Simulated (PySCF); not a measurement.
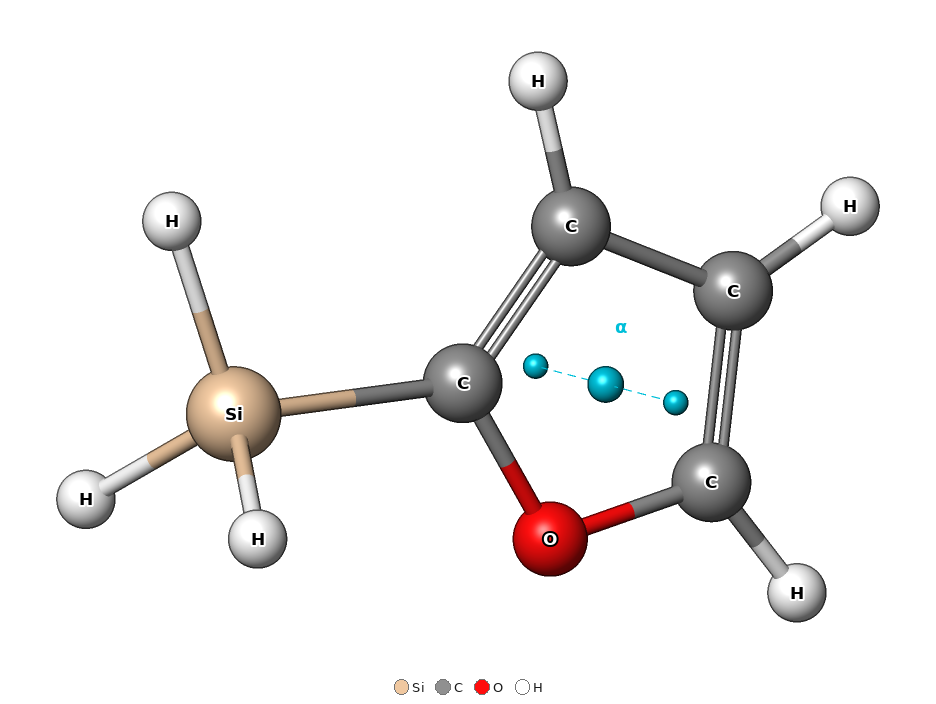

The small points mark where nucleus-independent chemical shifts (NICS) were computed: at the centre of each lettered ring and 1 Å above and below it. The computed structure is the end point of a PBE0-D3(BJ)/def2-SVP optimisation. No frequency run is at hand to confirm it as a minimum. Properties computed with GIAO PBE0/pcSseg-1 NMR shielding, non-relativistic, IEF-PCM chloroform (PySCF 2.14.0).

Give NICS(0), NICS(1) and the out-of-plane component NICS(1)zz for each ring (means of the two sides).

| ring | members | NICS(0) | NICS(1) | NICS(1)zz |
| --- | --- | --- | --- | --- |
| α | C4O | −11.8 | −10.8 | −27.8 |

Values in ppm.

### What do the values say about the ring currents?

Ring α: diatropic, as in an aromatic ring. NICS is one index among several.
